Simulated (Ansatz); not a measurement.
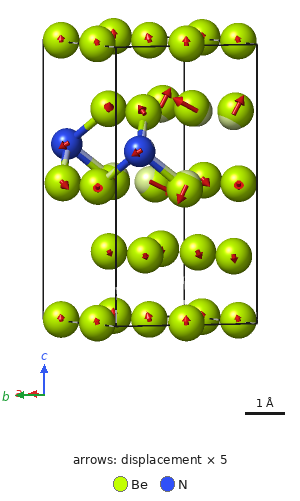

A relaxation of a defect cell of composition Be₁₆N. The starting structure is drawn faded, the final one solid; red arrows show the displacements, 5 times their true length.

Style: ball-and-stick. Shown: the cell of the calculation (origin shifted), from a free direction.

It is an interstitial N in hcp Be. The run prepares an end point of a later path (interstitial hop) calculation, from a guessed geometry.

All numbers below come from DFT LDA, scalar-relativistic, plane waves, PAW (Ansatz 0.2.0). (plane-wave cutoff 420 eV; k-point mesh 5 × 5 × 3; occupations gaussian; smearing width 0.15 eV; no spin polarisation; atoms relaxed in a fixed cell; force threshold 0.03 eV/Å; at most 60 steps)

Which element moves most?

Answer. Beryllium: up to 0.16 Å, against 0.06 Å for nitrogen.

What happened in the run?

Answer. After 4 geometry steps the energy has fallen by 0.524 eV per cell of the calculation. The largest force component goes from 1.6 to 0.021 eV/Å. The largest move is that of a Be atom, 0.16 Å roughly along [0 −3 −1]. Largest moves by element: Be 0.16 Å, N 0.06 Å. The cell doesn't change. Near-neighbour distances that change, for instance: Be–N 1.535 → 1.650 Å, Be–N 1.584 → 1.650 Å, Be–N 1.614 → 1.650 Å, Be–N 1.577 → 1.613 Å. Among the angles between lasting bonds that change: Be–N–Be 85.5° → 92.6°, Be–N–Be 93.0° → 87.4°, Be–N–Be 87.1° → 92.6°.

Limits of the set-up: the cell has an odd number of electrons but was run without spin polarisation; the periodic images lie only 4.0 Å apart, so the values are limited by the cell's size.
